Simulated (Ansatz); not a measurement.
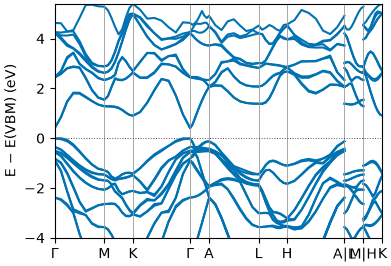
Figure: Band structure from DFT-r²SCAN with spin–orbit coupling in the program Ansatz with PAW potentials

Question: Read off the gap and where the band edges lie.

Answer: About 0.4 eV (0.40 eV by a search for the band edges); maximum on the Γ–M line, 10 % of the way from Γ, minimum at Γ.

The material is InP in space group P6_422 (No. 181; In on 3c, P on 3d).

The start of the workflow was typed in or built on a structure type; neither database checked (COD, Materials Project) lists it. It is not the phase usual at ambient conditions (space group No. 216). The cell was relaxed with r²SCAN under the symmetry of its start; its stability against distortions is not shown here.

Potentials: the earlier of the program's two PAW sets.
